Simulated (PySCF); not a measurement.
## Frequency calculation of ZnBr2

System: ZnBr2.
Method: RKS-based PBE0, Zn def2-SVP, Br def2-SVP; non-relativistic Hamiltonian; density fitting (PySCF 2.14.0).

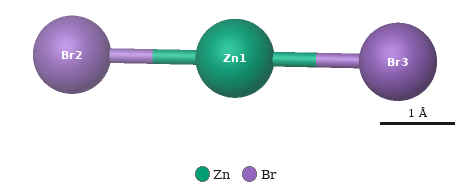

Figure 1. The structure (ball-and-stick view, seen at a tilt; atoms are numbered from 1 in the order of the input). Sticks mark near contacts. Bond lengths as drawn: Br–Zn 2.23 Å.

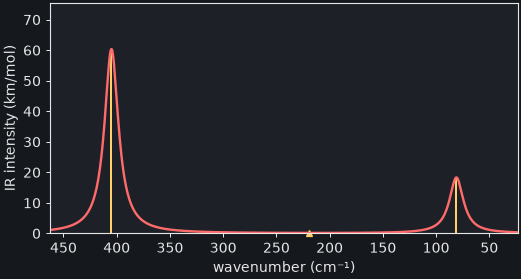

Figure 2. Harmonic infrared spectrum, unscaled: sticks (degenerate modes added up, dark ones marked on the axis) with a Lorentzian envelope of 16 cm⁻¹ full width, scaled to the tallest stick. 4 modes from 81 to 405 cm⁻¹, none imaginary. The strongest line is at 405 cm⁻¹ (60 km/mol). All modes, in cm⁻¹ (km/mol): 81 (9.2), 81 (9.2), 220 (0.0), 405 (60).

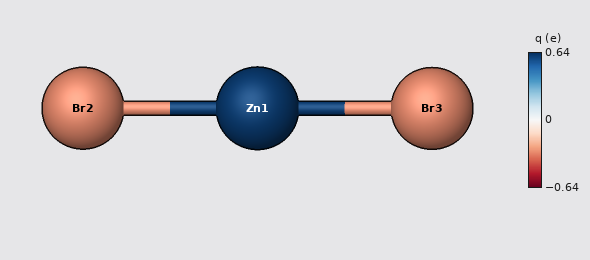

Figure 3. Mulliken charges, as the colour of each atom (ball-and-stick view, seen on its broad side; atoms are numbered from 1 in the order of the input). By element: Zn +0.61 and Br −0.30 e.

The input and output of the run follow.

Input file:
```python
from pyscf import gto, scf, dft
mol = gto.M(atom='''
Zn     0.000000     0.000000     0.000000
Br     0.000000     0.000000     2.230227
Br    -0.000000    -0.000000    -2.230227''',
    basis={'Zn': 'def2-SVP', 'Br': 'def2-SVP'},
    charge=0, spin=0)
mf = dft.RKS(mol, xc='PBE0')
mf.grids.atom_grid = (75, 302)
aux = {'Zn': 'def2-universal-JKFIT', 'Br': 'def2-universal-JKFIT'}
mf = mf.density_fit(auxbasis=aux)
mf.conv_tol = 1e-09
mf.diis_space = 10
mf.max_cycle = 60
mf.verbose = 4
mf.kernel()
```

The script is an equivalent of the set-up of the self-consistent field. The run itself was carried out by a driver, which started from the orbitals of the step before it where there was one and computed the further properties.

Command:
```bash
OMP_NUM_THREADS=2 python axn.py task.json out
```

Output:
```
init E= -6926.10247272016
  HOMO = -0.306702200458354  LUMO = -0.059872139911044  gap/eV = 6.71659
cycle= 1 E= -6926.10247272016  delta_E= -2.73e-12  |g|= 1.52e-06  |ddm|= 3.3e-06
  HOMO = -0.306702284394312  LUMO = -0.0598719702796418  gap/eV = 6.71659
Extra cycle  E= -6926.10247272015  delta_E= 1.27e-11  |g|= 2.32e-06  |ddm|= 4.12e-06
converged SCF energy = -6926.10247272015
```

Key numbers:

| quantity | value |
| --- | --- |
| outcome | converged |
| total energy | −6926.102473 hartree |
| HOMO | −8.35 eV |
| LUMO | −1.63 eV |
| zero-point energy | 0.001792 hartree |
| dipole moment | 0.00 D |
| wavenumbers, lowest and highest | 81 and 405 cm⁻¹ |
| hardware | 2 threads of Arm Neoverse V2, 112 GiB of memory available, shared host |
| wall time | 22 s (CPU time 38 s) |
| peak memory | 0.95 GiB |
